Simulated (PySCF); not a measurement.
**H3SSi (SMILES [SiH3][S]) (doublet): density, localisation and related maps**

```
atom    x (Å)    y (Å)    z (Å)
   S  -1.6955   1.5928  -0.8250
  Si  -0.8697  -0.3088  -1.3791
   H  -1.8050  -1.4299  -1.1022
   H  -0.6512  -0.1960  -2.8486
   H   0.4276  -0.5757  -0.7050
```

Geometry: B3LYP/6-31G*.

The calculation used PySCF 2.14.0, Gaussian-basis quantum chemistry of an isolated molecule with PySCF, energy and nuclear gradient, functional PBE0.

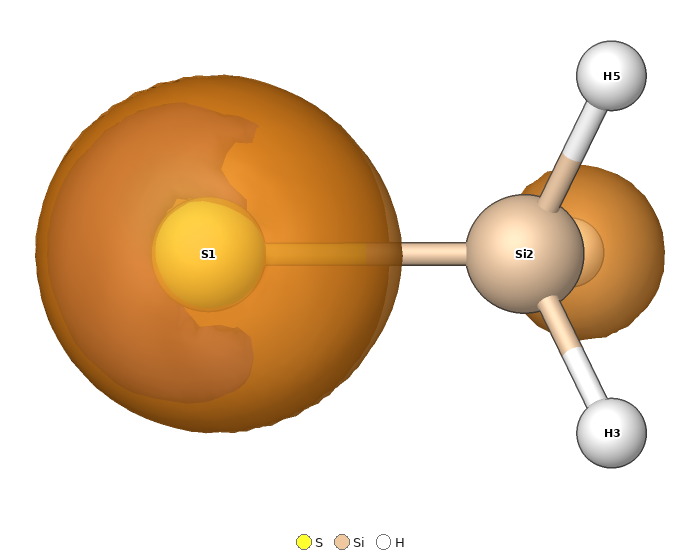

Figure 1. Isosurfaces of the spin density (α minus β) at +0.015 (orange) and −0.015 e/Å³ (purple), seen across its widest extent.

Question: Describe the spin distribution.

Answer: The unpaired spin (1 electron) lies mostly on S1 (about 0.9), in electrons by Hirshfeld's partition.

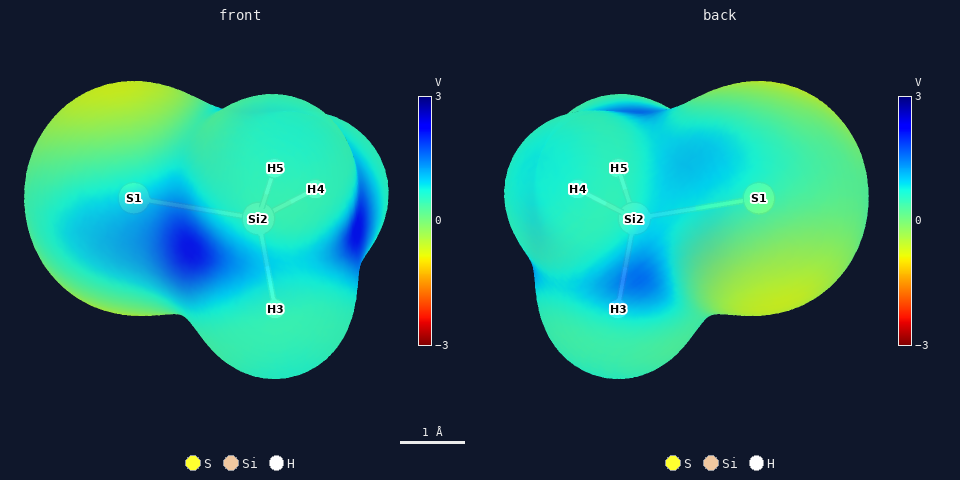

Figure 2. The molecular electrostatic potential painted on the density surface at 0.004 e/bohr³, seen from the front and from behind; the colour scale runs from red (negative) to blue (positive).

Question: Which sites attract a positive test charge, and which a negative one?

Answer: A positive charge is drawn to the negative regions and a negative charge to the positive ones. The most negative region (about −0.7 V) lies over S1, the most positive (about +2.2 V) over Si2.

Question: How polar is the molecule by this calculation?

Answer: Its dipole moment is 1.05 D.

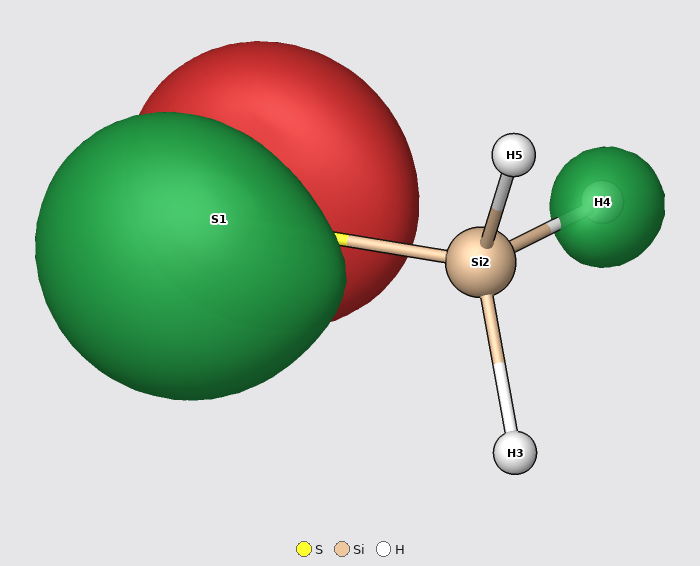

Figure 3. One frontier orbital at ±0.15 Å⁻³ᐟ² (green and red are the two phases), seen at a tilt.

Question: Which orbital is it: HOMO (β) or LUMO (β)?

Answer: The LUMO (β), at −4.63 eV. By Hirshfeld shares it lies mainly on S1 (about 85 %).
